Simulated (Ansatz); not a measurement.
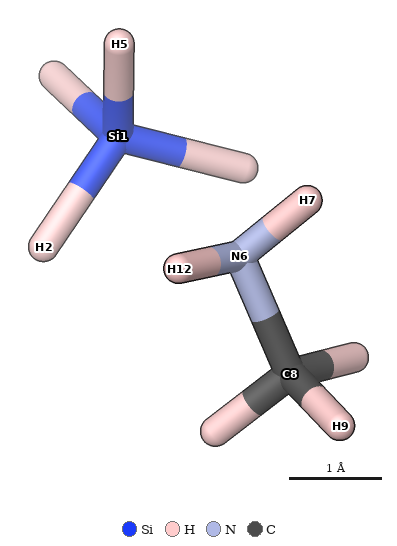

Fig. 1: The input geometry (stick view, seen at a tilt; atoms are numbered from 1 in the order of the input). Bond lengths as drawn: C–H 1.09 to 1.10 Å, C–N 1.47 Å, H–N 1.02 Å and H–Si 1.48 to 1.50 Å.

CH9NSi: nudged elastic band (part 1 of 2)

The run: nudged elastic band of CH9NSi. Method and program: RKS B3LYP-D4/6-31G* (Ansatz 0.2.0).

It belongs to a series of runs on one base structure; here: band between the two ends. Figures and captions count atoms from 1; the log counts them from 0 in places.

### The input
```yaml
crystal:
  periodic: [false, false, false]
  atoms:
    - { symbol: Si, position_ang: [0.292689, 0.079986, -0.158204] }
    - { symbol: H, position_ang: [0.617177, 0.065056, 1.290824] }
    - { symbol: H, position_ang: [1.597291, 0.297168, -0.866235] }
    - { symbol: H, position_ang: [-0.569725, 1.226746, -0.540627] }
    - { symbol: H, position_ang: [-0.222477, -1.223044, -0.648983] }
    - { symbol: "N", position_ang: [-2.157976, -0.268426, 1.208375] }
    - { symbol: H, position_ang: [-2.893088, -0.502789, 0.543968] }
    - { symbol: C, position_ang: [-2.511062, 0.944076, 1.953239] }
    - { symbol: H, position_ang: [-3.460397, 0.889265, 2.508595] }
    - { symbol: H, position_ang: [-1.710906, 1.167249, 2.665099] }
    - { symbol: H, position_ang: [-2.570725, 1.784229, 1.254999] }
    - { symbol: H, position_ang: [-2.078701, -1.062018, 1.841352] }
basis:
  gaussian: { orbitals: "6-31G*" }
hamiltonian:
  xc: b3lyp
  dispersion: d4
neb:
  order_check: false
  images: 9
  f_tol: 0.05
  max_iterations: 58
  final_atoms:
    - { symbol: Si, position_ang: [-0.45670759, 0.38871943, -0.49575538] }
    - { symbol: H, position_ang: [-0.36316306, -1.23231465, 3.58882112] }
    - { symbol: H, position_ang: [0.29995418, -0.8458778, -0.833726] }
    - { symbol: H, position_ang: [0.45266744, 1.44308899, 0.0292274] }
    - { symbol: H, position_ang: [-1.04565685, 0.92451807, -1.76494609] }
    - { symbol: "N", position_ang: [-1.5888642, -0.02872832, 0.75117696] }
    - { symbol: H, position_ang: [-2.02645065, -0.94058401, 0.67695535] }
    - { symbol: C, position_ang: [-2.44416836, 0.95742758, 1.40490793] }
    - { symbol: H, position_ang: [-2.77893734, 0.58730862, 2.38100144] }
    - { symbol: H, position_ang: [-1.86812148, 1.87163127, 1.58558893] }
    - { symbol: H, position_ang: [-3.3345166, 1.23403463, 0.81889055] }
    - { symbol: H, position_ang: [-0.51393548, -0.96172583, 2.91025979] }
  initial_path:
    images:
      - { positions_ang: [[0.292689, 0.079986, -0.158204], [0.617177, 0.065056, 1.290824], [1.597291, 0.297168, -0.866235], [-0.569725, 1.226746, -0.540627], [-0.222477, -1.223044, -0.648983], [-2.157976, -0.268426, 1.208375], [-2.893088, -0.502789, 0.543968], [-2.511062, 0.944076, 1.953239], [-3.460397, 0.889265, 2.508595], [-1.710906, 1.167249, 2.665099], [-2.570725, 1.784229, 1.254999], [-2.078701, -1.062018, 1.841352]] }
      - { positions_ang: [[0.23281066, 0.06079837, -0.12744815], [0.48966022, 0.03273728, 1.3934049], [1.55231689, 0.22674368, -0.7894694], [-0.58336257, 1.22640657, -0.52062094], [-0.32641627, -1.20904982, -0.62866132], [-2.13069674, -0.20615987, 1.09712202], [-2.86724067, -0.50415755, 0.46218686], [-2.48674199, 0.9252719, 1.9274626], [-3.35427545, 0.75435741, 2.5182414], [-1.66298798, 1.18546908, 2.59127281], [-2.66564911, 1.76484932, 1.30534808], [-1.86531699, -0.85976838, 1.82356314]] }
      - { positions_ang: [[0.17293233, 0.04161074, -0.09669231], [0.36214343, 0.00041857, 1.49598579], [1.50734277, 0.15631937, -0.7127038], [-0.59700014, 1.22606714, -0.50061487], [-0.43035554, -1.19505564, -0.60833963], [-2.10341747, -0.14389373, 0.98586904], [-2.84139333, -0.5055261, 0.38040572], [-2.46242199, 0.9064678, 1.9016862], [-3.2481539, 0.61944983, 2.5278878], [-1.61506996, 1.20368915, 2.51744661], [-2.76057323, 1.74546965, 1.35569717], [-1.65193297, -0.65751877, 1.80577428]] }
      - { positions_ang: [[0.11305399, 0.02242311, -0.06593646], [0.23462665, -0.03190015, 1.59856669], [1.46236866, 0.08589505, -0.6359382], [-0.61063771, 1.22572771, -0.48060881], [-0.53429481, -1.18106147, -0.58801795], [-2.07613821, -0.0816276, 0.87461605], [-2.815546, -0.50689465, 0.29862458], [-2.43810198, 0.88766371, 1.8759098], [-3.14203236, 0.48454224, 2.5375342], [-1.56715194, 1.22190923, 2.44362042], [-2.85549734, 1.72608997, 1.40604625], [-1.43854896, -0.45526915, 1.78798543]] }
      - { positions_ang: [[0.05317566, 0.00323548, -0.03518062], [0.10710987, -0.06421887, 1.70114758], [1.41739455, 0.01547074, -0.5591726], [-0.62427527, 1.22538828, -0.46060274], [-0.63823409, -1.16706729, -0.56769626], [-2.04885895, -0.01936146, 0.76336307], [-2.78969866, -0.50826319, 0.21684343], [-2.41378197, 0.86885961, 1.8501334], [-3.03591081, 0.34963465, 2.54718059], [-1.51923392, 1.2401293, 2.36979423], [-2.95042146, 1.70671029, 1.45639534], [-1.22516494, -0.25301954, 1.77019657]] }
      - { positions_ang: [[-0.00670268, -0.01595215, -0.00442477], [-0.02040692, -0.09653759, 1.80372848], [1.37242044, -0.05495358, -0.482407], [-0.63791284, 1.22504885, -0.44059668], [-0.74217336, -1.15307311, -0.54737458], [-2.02157968, 0.04290467, 0.65211009], [-2.76385133, -0.50963174, 0.13506229], [-2.38946197, 0.85005551, 1.824357], [-2.92978926, 0.21472706, 2.55682699], [-1.4713159, 1.25834938, 2.29596804], [-3.04534557, 1.68733062, 1.50674442], [-1.01178093, -0.05076992, 1.75240771]] }
      - { positions_ang: [[-0.09670366, 0.06498216, -0.10269089], [-0.08895815, -0.323693, 2.16074701], [1.15792718, -0.21313842, -0.5526708], [-0.41979679, 1.26865688, -0.34663186], [-0.80287006, -0.73755487, -0.79088888], [-1.93503659, 0.02857807, 0.67192346], [-2.61637119, -0.5958222, 0.2434409], [-2.40040324, 0.87152992, 1.74046718], [-2.89961888, 0.28924337, 2.52166188], [-1.55067702, 1.38100576, 2.15389221], [-3.10317978, 1.59667142, 1.36917365], [-0.91221184, -0.2329611, 1.98397813]] }
      - { positions_ang: [[-0.18670464, 0.14591648, -0.20095701], [-0.15750937, -0.55084841, 2.51776554], [0.94343393, -0.37132327, -0.6229346], [-0.20168073, 1.31226491, -0.25266705], [-0.86356675, -0.32203664, -1.03440318], [-1.84849349, 0.01425148, 0.69173684], [-2.46889106, -0.68201265, 0.35181951], [-2.41134452, 0.89300434, 1.65657737], [-2.86944849, 0.36375969, 2.48649677], [-1.63003814, 1.50366213, 2.01181639], [-3.16101398, 1.50601222, 1.23160287], [-0.81264275, -0.41515228, 2.21554854]] }
      - { positions_ang: [[-0.27670563, 0.2268508, -0.29922314], [-0.2260606, -0.77800382, 2.87478407], [0.72894068, -0.52950811, -0.6931984], [0.01643533, 1.35587294, -0.15870223], [-0.92426345, 0.0934816, -1.27791748], [-1.76195039, -7.512e-05, 0.71155021], [-2.32141092, -0.7682031, 0.46019813], [-2.4222858, 0.91447875, 1.57268755], [-2.83927811, 0.438276, 2.45133166], [-1.70939925, 1.62631851, 1.86974057], [-3.21884819, 1.41535302, 1.0940321], [-0.71307366, -0.59734346, 2.44711896]] }
      - { positions_ang: [[-0.36670661, 0.30778511, -0.39748926], [-0.29461183, -1.00515924, 3.2318026], [0.51444743, -0.68769295, -0.7634622], [0.23455138, 1.39948097, -0.06473742], [-0.98496015, 0.50899984, -1.52143178], [-1.6754073, -0.01440172, 0.73136359], [-2.17393078, -0.85439355, 0.56857674], [-2.43322708, 0.93595317, 1.48879774], [-2.80910772, 0.51279231, 2.41616655], [-1.78876037, 1.74897489, 1.72766475], [-3.27668239, 1.32469383, 0.95646132], [-0.61350457, -0.77953464, 2.67868938]] }
      - { positions_ang: [[-0.45670759, 0.38871943, -0.49575538], [-0.36316306, -1.23231465, 3.58882112], [0.29995418, -0.8458778, -0.833726], [0.45266744, 1.44308899, 0.0292274], [-1.04565685, 0.92451807, -1.76494609], [-1.5888642, -0.02872832, 0.75117696], [-2.02645065, -0.94058401, 0.67695535], [-2.44416836, 0.95742758, 1.40490793], [-2.77893734, 0.58730862, 2.38100144], [-1.86812148, 1.87163127, 1.58558893], [-3.3345166, 1.23403463, 0.81889055], [-0.51393548, -0.96172583, 2.91025979]] }
```

Launched with:
```bash
ansatz run input.yaml --threads 1 --pin off --max-ram 2048MiB --backend cpu --events-out ev --progress --plain --runs-dir out
```

### The program's output
```
Engine: ansatz 0.2.0, aarch64-unknown-linux-gnu
Functional definition: B3LYP
  parameter a0 = 0.2
  parameter ax = 0.72
  parameter ac = 0.81
  exchange = (1 - a0 - ax)*slater_x + ax*b88_x + a0*exact_x
  correlation = (1 - ac)*vwn_rpa_c + ac*lyp_c
807 factors; integrals over basis functions are off by at most 7.8e-4 eV
mean field evaluation 1: about -10545.7718 eV, gradient 4.9e1 eV
mean field evaluation 2: about -10541.4323 eV, gradient 6.5e1 eV
mean field evaluation 4: about -10550.9472 eV, gradient 2.6e0 eV
mean field evaluation 8: about -10550.9742 eV, gradient 5.8e-2 eV
mean field -10550.97420139 eV, -387.7411501939 hartree, gradient 4.1e-5 eV, S^2 0.000000; 0 other end points of the search recorded, 0 dependent functions left out
the calculation of the forces begins
reference -10550.97443356 eV, -387.7411587260 hartree; 18, 18 occupied and 49, 49 virtual orbitals, 807 factors
808 factors; integrals over basis functions are off by at most 8.2e-4 eV
mean field evaluation 16: about -10545.2386 eV, gradient 5.2e1 eV
mean field -10551.02416793 eV, -387.7429864305 hartree, gradient 2.0e-5 eV, S^2 0.000000; 0 other end points of the search recorded, 0 dependent functions left out
[... from here on the field's lines of each further geometry are left out, up to the last ...]
NEB iter   1: max|band force component| = 1.245e1 eV/Å  barrier→ = 5.9933 eV  barrier← = 6.0572 eV  Δτ_max = 0.2000 Å  (263 SCF iters)
NEB iter   2: max|band force component| = 5.437e0 eV/Å  barrier→ = 3.7720 eV  barrier← = 3.8359 eV  Δτ_max = 0.2000 Å  (240 SCF iters)
NEB iter   3: max|band force component| = 2.768e0 eV/Å  barrier→ = 2.8550 eV  barrier← = 2.9189 eV  Δτ_max = 0.2000 Å  (234 SCF iters)
NEB iter   4: max|band force component| = 1.434e0 eV/Å  barrier→ = 2.2997 eV  barrier← = 2.3636 eV  Δτ_max = 0.2000 Å  (221 SCF iters)
NEB iter   5: max|band force component| = 1.348e0 eV/Å  barrier→ = 2.6251 eV  barrier← = 2.6890 eV  Δτ_max = 0.1025 Å  (226 SCF iters)
NEB iter   6: max|band force component| = 1.608e0 eV/Å  barrier→ = 2.3858 eV  barrier← = 2.4497 eV  Δτ_max = 0.0511 Å  (214 SCF iters)
NEB iter   7: max|band force component| = 1.037e0 eV/Å  barrier→ = 2.2170 eV  barrier← = 2.2809 eV  Δτ_max = 0.0505 Å  (210 SCF iters)
NEB iter   8: max|band force component| = 8.586e-1 eV/Å  barrier→ = 2.1013 eV  barrier← = 2.1652 eV  Δτ_max = 0.0507 Å  (210 SCF iters)
NEB iter   9: max|band force component| = 6.614e-1 eV/Å  barrier→ = 1.9684 eV  barrier← = 2.0323 eV  Δτ_max = 0.0501 Å  (211 SCF iters)
NEB iter  10: max|band force component| = 1.273e0 eV/Å  barrier→ = 1.8237 eV  barrier← = 1.8876 eV  CI = image 4  Δτ_max = 0.1002 Å  (210 SCF iters)
NEB iter  11: max|band force component| = 1.751e0 eV/Å  barrier→ = 1.7823 eV  barrier← = 1.8462 eV  CI = image 4  Δτ_max = 0.1993 Å  (203 SCF iters)
NEB iter  12: max|band force component| = 1.438e0 eV/Å  barrier→ = 1.8220 eV  barrier← = 1.8859 eV  CI = image 3  Δτ_max = 0.2000 Å  (223 SCF iters)
NEB iter  13: max|band force component| = 1.192e0 eV/Å  barrier→ = 2.1373 eV  barrier← = 2.2012 eV  CI = image 3  Δτ_max = 0.2000 Å  (220 SCF iters)
NEB iter  14: max|band force component| = 1.053e0 eV/Å  barrier→ = 2.1926 eV  barrier← = 2.2565 eV  CI = image 3  Δτ_max = 0.1992 Å  (208 SCF iters)
NEB iter  15: max|band force component| = 5.943e-1 eV/Å  barrier→ = 2.1063 eV  barrier← = 2.1702 eV  CI = image 3  Δτ_max = 0.2000 Å  (209 SCF iters)
NEB iter  16: max|band force component| = 5.876e-1 eV/Å  barrier→ = 2.0523 eV  barrier← = 2.1162 eV  CI = image 3  Δτ_max = 0.1963 Å  (205 SCF iters)
NEB iter  17: max|band force component| = 9.585e-1 eV/Å  barrier→ = 1.9440 eV  barrier← = 2.0079 eV  CI = image 3  Δτ_max = 0.1004 Å  (206 SCF iters)
NEB iter  18: max|band force component| = 1.010e0 eV/Å  barrier→ = 1.9250 eV  barrier← = 1.9889 eV  CI = image 3  Δτ_max = 0.2000 Å  (208 SCF iters)
NEB iter  19: max|band force component| = 9.630e-1 eV/Å  barrier→ = 1.9512 eV  barrier← = 2.0151 eV  CI = image 3  Δτ_max = 0.2000 Å  (212 SCF iters)
NEB iter  20: max|band force component| = 1.408e0 eV/Å  barrier→ = 2.0501 eV  barrier← = 2.1140 eV  CI = image 3  Δτ_max = 0.1000 Å  (207 SCF iters)
NEB iter  21: max|band force component| = 5.216e-1 eV/Å  barrier→ = 1.9726 eV  barrier← = 2.0365 eV  CI = image 3  Δτ_max = 0.1994 Å  (206 SCF iters)
NEB iter  22: max|band force component| = 3.508e-1 eV/Å  barrier→ = 1.9691 eV  barrier← = 2.0330 eV  CI = image 3  Δτ_max = 0.1933 Å  (210 SCF iters)
NEB iter  23: max|band force component| = 2.334e-1 eV/Å  barrier→ = 1.9515 eV  barrier← = 2.0154 eV  CI = image 3  Δτ_max = 0.1090 Å  (204 SCF iters)
NEB iter  24: max|band force component| = 1.669e-1 eV/Å  barrier→ = 1.9479 eV  barrier← = 2.0118 eV  CI = image 3  Δτ_max = 0.1488 Å  (201 SCF iters)
NEB iter  25: max|band force component| = 1.845e-1 eV/Å  barrier→ = 1.9461 eV  barrier← = 2.0100 eV  CI = image 3  Δτ_max = 0.0743 Å  (203 SCF iters)
NEB iter  26: max|band force component| = 1.503e-1 eV/Å  barrier→ = 1.9429 eV  barrier← = 2.0068 eV  CI = image 3  Δτ_max = 0.0377 Å  (201 SCF iters)
NEB iter  27: max|band force component| = 1.624e-1 eV/Å  barrier→ = 1.9418 eV  barrier← = 2.0057 eV  CI = image 3  Δτ_max = 0.0186 Å  (205 SCF iters)
NEB iter  28: max|band force component| = 8.127e-2 eV/Å  barrier→ = 1.9409 eV  barrier← = 2.0048 eV  CI = image 3  Δτ_max = 0.0186 Å  (194 SCF iters)
NEB iter  29: max|band force component| = 7.927e-2 eV/Å  barrier→ = 1.9405 eV  barrier← = 2.0044 eV  CI = image 3  Δτ_max = 0.0186 Å  (193 SCF iters)
NEB iter  30: max|band force component| = 8.143e-2 eV/Å  barrier→ = 1.9404 eV  barrier← = 2.0043 eV  CI = image 3  Δτ_max = 0.0372 Å  (193 SCF iters)
NEB iter  31: max|band force component| = 1.036e-1 eV/Å  barrier→ = 1.9403 eV  barrier← = 2.0042 eV  CI = image 3  Δτ_max = 0.0743 Å  (194 SCF iters)
NEB iter  32: max|band force component| = 1.247e-1 eV/Å  barrier→ = 1.9403 eV  barrier← = 2.0042 eV  CI = image 3  Δτ_max = 0.1485 Å  (186 SCF iters)
NEB iter  33: max|band force component| = 8.965e-2 eV/Å  barrier→ = 1.9403 eV  barrier← = 2.0042 eV  CI = image 3  Δτ_max = 0.1334 Å  (191 SCF iters)
NEB iter  34: max|band force component| = 6.425e-2 eV/Å  barrier→ = 1.9403 eV  barrier← = 2.0042 eV  CI = image 3  Δτ_max = 0.1044 Å  (188 SCF iters)
NEB iter  35: max|band force component| = 7.168e-2 eV/Å  barrier→ = 1.9402 eV  barrier← = 2.0041 eV  CI = image 3  Δτ_max = 0.0526 Å  (187 SCF iters)
the calculation of the forces begins
reference -10550.98758429 eV, -387.7416420065 hartree; 18, 18 occupied and 49, 49 virtual orbitals, 807 factors
807 factors; integrals over basis functions are off by at most 6.1e-4 eV
mean field evaluation 2016: about -10548.9655 eV, gradient 1.2e-2 eV
mean field -10548.96551843 eV, -387.6673324568 hartree, gradient 1.5e-5 eV, S^2 0.000000; 1 other end points of the search recorded, 0 dependent functions left out
the calculation of the forces begins
reference -10548.96573533 eV, -387.6673404277 hartree; 18, 18 occupied and 49, 49 virtual orbitals, 807 factors
NEB iter  36: max|band force component| = 4.979e-2 eV/Å  barrier→ = 1.9402 eV  barrier← = 2.0041 eV  CI = image 3  Δτ_max = 0.0000 Å  (404 SCF iters)
```
